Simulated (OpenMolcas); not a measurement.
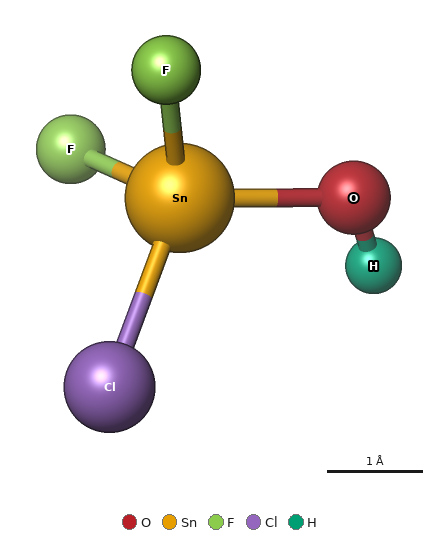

Figure 1. The structure (ball-and-stick view, seen at a tilt). Sticks mark near contacts. Bond lengths as drawn: Cl–Sn 2.28 Å, F–Sn 1.88 to 1.89 Å, H–O 0.96 Å and O–Sn 1.92 Å.

## Run report: SnHClOF2, single-point calculation (part 1 of 3)

SnHClOF2, computed with CASSCF/ANO-RCC-VDZP, DKH2 (OpenMolcas 26.06).

The geometry comes from this level: PBE0-D4/def2-TZVP.

**Input file**
```
>>> EXPORT MOLCAS_PRINT=2
&GATEWAY
Coord=geom.xyz
Basis=ANO-RCC-MB
Group=NoSym
&SEWARD
&RASSCF
FileOrb=$CurrDir/step1.LocOrb
Alter=2
1 43 47
1 48 51
Spin=1
Nactel=2 0 0
Inactive=46
Ras2=2
OrbListing=Nothing
>>> COPY $Project.RunFile RUNFIL1
>>> COPY $Project.RasOrb INPORB
&GATEWAY
Coord=geom.xyz
Basis=ANO-RCC-VDZP
Group=NoSym
RICD
&SEWARD
>>> COPY $Project.RunFile RUNFIL2
&EXPBAS
&RASSCF
FileOrb=$Project.ExpOrb
Spin=1
Nactel=2 0 0
Inactive=46
Ras2=2
OrbListing=Nothing
```

**File geom.xyz**
```
6

O     -0.464000     0.283900     1.476300
Sn     0.252400    -0.175700    -0.247500
F      1.982500    -0.856500     0.056700
F     -0.743300    -1.587100    -1.019700
Cl     0.329400     1.540600    -1.744400
H     -1.315000     0.730600     1.432500
```

Command:
```bash
export MOLCAS_MEM=1860
pymolcas step2.input > step2.log
```

**Log**
```
--- Start Module: gateway ---

                                              &GATEWAY

                       available to each process: 1.9 GB of memory, 1 thread

++    Symmetry information:
      ---------------------

                    Character Table for C1

                             E
                    a        1  x, y, xy, Rz, z, xz, Ry, yz, Rx, I
--

++    Basis set information:
      ----------------------

      Basis set label: O.ANO-RCC...2S1P.

      Electronic valence basis set:
      ------------------
      Associated Effective Charge   8.000000 au
      Associated Actual Charge      8.000000 au
      Nuclear Model: Point charge

      Shell  nPrim  nBasis  Cartesian Spherical Contaminant
         s      14       2        X
         p       9       1        X

      Basis set label: SN.ANO-RCC...5S4P2D.

      Electronic valence basis set:
      ------------------
      Associated Effective Charge  50.000000 au
      Associated Actual Charge     50.000000 au
      Nuclear Model: Point charge

      Shell  nPrim  nBasis  Cartesian Spherical Contaminant
         s      22       5        X
         p      19       4        X
         d      13       2                 X

      Basis set label: F.ANO-RCC...2S1P.

      Electronic valence basis set:
      ------------------
      Associated Effective Charge   9.000000 au
      Associated Actual Charge      9.000000 au
      Nuclear Model: Point charge

      Shell  nPrim  nBasis  Cartesian Spherical Contaminant
         s      14       2        X
         p       9       1        X

      Basis set label: CL.ANO-RCC...3S2P.

      Electronic valence basis set:
      ------------------
      Associated Effective Charge  17.000000 au
      Associated Actual Charge     17.000000 au
      Nuclear Model: Point charge

      Shell  nPrim  nBasis  Cartesian Spherical Contaminant
         s      17       3        X
         p      12       2        X

      Basis set label: H.ANO-RCC...1S.

      Electronic valence basis set:
      ------------------
      Associated Effective Charge   1.000000 au
      Associated Actual Charge      1.000000 au
      Nuclear Model: Point charge

      Shell  nPrim  nBasis  Cartesian Spherical Contaminant
         s       8       1        X
--

++    Molecular structure info:
      -------------------------

                    ************************************************
                    **** Cartesian Coordinates / bohr, angstrom ****
                    ************************************************

     Center  Label                x              y              z                     x              y              z
        1      O1              -0.876833       0.536493       2.789803             -0.464000       0.283900       1.476300
        2      SN2              0.476967      -0.332025      -0.467707              0.252400      -0.175700      -0.247500
        3      F3               3.746382      -1.618550       0.107147              1.982500      -0.856500       0.056700
        4      F4              -1.404633      -2.999184      -1.926954             -0.743300      -1.587100      -1.019700
        5      CL5              0.622476       2.911312      -3.296438              0.329400       1.540600      -1.744400
        6      H6              -2.484990       1.380634       2.707033             -1.315000       0.730600       1.432500

                    ***************************************
                    *    InterNuclear Distances / bohr    *
                    ***************************************

               1 O1            2 SN2           3 F3            4 F4            5 CL5           6 H6
    1 O1       0.000000
    2 SN2      3.632970        0.000000
    3 F3       5.763243        3.560152        0.000000
    4 F4       5.918393        3.575410        5.707598        0.000000
    5 CL5      6.702986        4.306057        6.470150        6.396767        0.000000
    6 H6       1.818129        4.667479        7.388133        6.467133        6.931160        0.000000

                    *******************************************
                    *    InterNuclear Distances / angstrom    *
                    *******************************************

               1 O1            2 SN2           3 F3            4 F4            5 CL5           6 H6
    1 O1       0.000000
    2 SN2      1.922485        0.000000
    3 F3       3.049777        1.883951        0.000000
    4 F4       3.131879        1.892026        3.020331        0.000000
    5 CL5      3.547067        2.278667        3.423856        3.385023        0.000000
    6 H6       0.962112        2.469924        3.909631        3.422259        3.667812        0.000000
--

            Nuclear Potential Energy            686.63786464 au

--- Stop Module: gateway /rc=_RC_ALL_IS_WELL_ ---

--- Start Module: seward ---

                                              &SEWARD

                       available to each process: 1.9 GB of memory, 1 thread

               SEWARD will generate:
                  Multipole Moment integrals up to order  2
                  Kinetic Energy integrals
                  Nuclear Attraction integrals (point charge)
                  One-Electron Hamiltonian integrals
                  Velocity integrals
                  Relativistic Douglas-Kroll-Hess integrals:
                    - Parametrization         : EXP
                    - DKH order of Hamiltonian: 2
                    - DKH order of Properties : 0
                         - multipole moment operators
                         - electric potential operators
                         - contact operators
                  Orbital angular momentum around (  0.5094  -0.0751  -0.7556 )
                  Velocity quadrupole around (  0.5094  -0.0751  -0.7556 )
                  Atomic mean-field integrals
                  Two-Electron Repulsion integrals

                   Integrals are discarded if absolute value <: 1.00E-14
                   Integral cutoff threshold is set to       <: 1.00E-16

            Nuclear Potential Energy            686.63786464 au

      Basis set specifications :
      Symmetry species         a
      Basis functions           52

--- Stop Module: seward /rc=_RC_ALL_IS_WELL_ ---
--- Module seward spent 5 seconds ---

--- Start Module: rasscf ---

                                              &RASSCF

                       available to each process: 1.9 GB of memory, 1 thread

      Header of the ONEINT file:
      --------------------------

      OrdInt status: non-squared

      Cartesian coordinates in angstrom:
      -----------------------------------------------------
      No.  Label        X            Y            Z
      -----------------------------------------------------
       1   O1        -0.46400000   0.28390000   1.47630000
       2   SN2        0.25240000  -0.17570000  -0.24750000
       3   F3         1.98250000  -0.85650000   0.05670000
       4   F4        -0.74330000  -1.58710000  -1.01970000
       5   CL5        0.32940000   1.54060000  -1.74440000
       6   H6        -1.31500000   0.73060000   1.43250000
      -----------------------------------------------------
      Nuclear repulsion energy =  686.63786464

++    Wave function specifications:
      -----------------------------

      Number of closed shell electrons          92
      Number of electrons in active shells       2
      Max number of holes in RAS1 space          0
      Max nr of electrons in RAS3 space          0
      Number of inactive orbitals               46
      Number of active orbitals                  2
      Number of secondary orbitals               4
      Spin quantum number                      0.0
      State symmetry                             1
--

++    Orbital specifications:
      -----------------------

      Symmetry species                           1
                                                 a
      Frozen orbitals                            0
      Inactive orbitals                         46
      Active orbitals                            2
      RAS1 orbitals                              0
      RAS2 orbitals                              2
      RAS3 orbitals                              0
      Secondary orbitals                         4
      Deleted orbitals                           0
      Number of basis functions                 52
--

++    CI expansion specifications:
      ----------------------------

      Number of CSFs                             3
      Number of spin combinations                3
      Number of determinants                     4
      Number of root(s) required                 1
      Root chosen for geometry opt.              1
      CI root used                               1

      highest root included in the CI            1
      max. size of the explicit Hamiltonian      3
--

++    Optimization specifications:
      ----------------------------

      RASSCF algorithm: Conventional
      Maximum number of macro iterations       200
      Maximum number of SX iterations          100
      Threshold for RASSCF energy            1.000E-08
      Threshold for max MO rotation          1.000E-01
      Threshold for max BLB element          1.000E-04
      Level shift parameter                  5.000E-01
      Make Quasi-Newton update
--

      The MO-coefficients are taken from the file:
      step1.LocOrb
      Title:Localised orbitals

      Total molecular charge    0.00

      Molecular orbitals exchanged:
        In symmetry  1 :  43  47
        In symmetry  1 :  48  51

      ************************************************************************************************************************
      *                                            Wave function control section                                             *
      ************************************************************************************************************************

                                         RASSCF iterations: Energy and convergence statistics
                                         ----------------------------------------------------

          iter iter root      energy       change     param      element    value   shift minimum  type update hh:mm:ss
 Nr of preliminary CI iterations:   1
      Total energies have been shifted. Add                -6000.00 au
        1   1    9    1  -907.82454027    0.00E+00   3.89E-01*  48  51 1 -7.51E-03*  0.00   0.00    SX    NO    0:00:00
        2   1   11    1  -907.83134480   -6.80E-03*  7.18E-02   47  51 1  1.08E-02*  0.00   0.00    SX    NO    0:00:00
        3   1   10    1  -907.83243486   -1.09E-03* -3.28E-02   37  52 1  6.79E-03*  0.00   0.00    SX    NO    0:00:00
        4   1   10    1  -907.83286513   -4.30E-04*  2.03E-02   34  48 1 -4.22E-03*  0.00   0.00    SX    NO    0:00:00
        5   1   10    1  -907.83301702   -1.52E-04*  2.21E-02   34  48 1 -2.88E-03*  0.00   2.18    LS   YES    0:00:00
        6   1    9    1  -907.83310665   -8.96E-05*  1.01E-02   34  48 1 -1.36E-03*  0.00   1.48    LS   YES    0:00:00
        7   1    9    1  -907.83312022   -1.36E-05*  5.21E-03   37  52 1  1.39E-03*  0.00   1.20    QN   YES    0:00:00
        8   1    9    1  -907.83312917   -8.95E-06*  3.76E-03   44  48 1  4.65E-04*  0.00   1.27    QN   YES    0:00:00
        9   1    8    1  -907.83313301   -3.84E-06*  2.32E-03   44  48 1  1.62E-04*  0.00   1.32    QN   YES    0:00:00
       10   1    8    1  -907.83313400   -9.87E-07* -1.64E-03   37  52 1 -1.03E-04*  0.00   1.30    QN   YES    0:00:00
       11   1    7    1  -907.83313433   -3.34E-07* -1.10E-03   34  48 1  4.88E-05   0.00   1.68    LS   YES    0:00:00
       12   1    8    1  -907.83313440   -6.43E-08*  5.47E-04   36  48 1  6.56E-05   0.00   1.00    QN   YES    0:00:00
       13   1    7    1  -907.83313449   -9.07E-08*  5.26E-04   37  52 1  5.09E-05   0.00   1.96    LS   YES    0:00:00
       14   1    7    1  -907.83313452   -2.94E-08*  1.60E-04   37  52 1  5.73E-05   0.00   1.01    QN   YES    0:00:00
       15   1    6    1  -907.83313452   -8.82E-09  -1.29E-04   37  52 1 -1.53E-05   0.00   1.28    QN   YES    0:00:00
      Convergence after 15 iterations
       16   1    6    1  -907.83313453   -2.25E-09  -1.29E-04   47  50 1  3.05E-06   0.00   1.28    QN   YES    0:00:00

      ************************************************************************************************************************
                                                      Wave function printout:
                       occupation of active orbitals, and spin coupling of open shells (u,d: Spin up or down)
      ************************************************************************************************************************

      Note: transformation to natural orbitals
      has been made, which may change the order of the CSFs.

      printout of CI-coefficients larger than  0.05 for root  1
      energy=   -6907.833135
      conf/sym  11     Coeff  Weight
             1  20   0.99116 0.98240
             3  02  -0.13267 0.01760

      Natural orbitals and occupation numbers for root  1
      sym 1:   1.964795   0.035205

      ************************************************************************************************************************
      *                                                    Final results                                                     *
      ************************************************************************************************************************

++    Final optimization conditions:
      ------------------------------

      Average CI energy                           -6907.83313453
      RASSCF energy for state  1                  -6907.83313453
      Super-CI energy                                -0.00000000
      RASSCF energy change                           -0.00000000
      Max change in MO coefficients              -1.660E-04
      Max non-diagonal density matrix element    -1.285E-04
      Maximum BLB matrix element                  3.046E-06
      (orbital pair  47,  50 in symmetry   1)
      Norm of electronic gradient            9.508E-06
--

      Final state energy(ies):
      ------------------------

::    RASSCF root number  1 Total energy:  -6907.83313453
      Von Neumann Entropy (Root   1) =  0.12776

      Mulliken population analysis for root number:  1
      -----------------------------------------------

++    Molecular charges:
      ------------------

      Mulliken charges per centre
      ---------------------------

                O1      SN2     F3      F4      CL5     H6
      Total    8.7799 47.9354  9.5957  9.5993 17.4427  0.6471

      N-E     -0.7799  2.0646 -0.5957 -0.5993 -0.4427  0.3529

      Total electronic charge=   94.000000

      Total            charge=   -0.000000
--

      Expectation values of various properties for root number:  1
      -----------------------------------------------------------

++    Molecular properties:
      ---------------------

      Charge (e):
                      =   -0.0000
      Dipole Moment (debye):
      Origin of the operator (angstrom)=    0.2696   -0.0397   -0.3998
                   X= -2.0471E+00               Y=  1.2739E+00               Z=  1.2239E+00           Total=  2.7040E+00
      Quadrupole Moment (debye*angstrom):
      Origin of the operator (angstrom)=    0.2696   -0.0397   -0.3998
                  XX= -5.7854E+01              XY= -2.1231E+00              XZ= -3.6204E+00              YY= -6.2261E+01
                  YZ=  2.5948E+00              ZZ= -6.2076E+01
      In traceless form (debye*angstrom)
                  XX=  4.3143E+00              XY= -3.1846E+00              XZ= -5.4306E+00              YY= -2.2957E+00
                  YZ=  3.8922E+00              ZZ= -2.0186E+00
--

      LoProp population analysis for root number:  1
      -----------------------------------------------

++    LoProp analysis:
      ----------------

++    Static properties:
      ------------------

      LoProp Charges per center

                   O1       SN2      F3       F4       CL5      H6
      Nuclear      8.0000  50.0000   9.0000   9.0000  17.0000   1.0000
      Electronic  -8.6106 -48.3206  -9.5034  -9.5106 -17.3289  -0.7259

      Total       -0.6106   1.6794  -0.5034  -0.5106  -0.3289   0.2741
--

      Natural Bond Order analysis for root number:  1
```
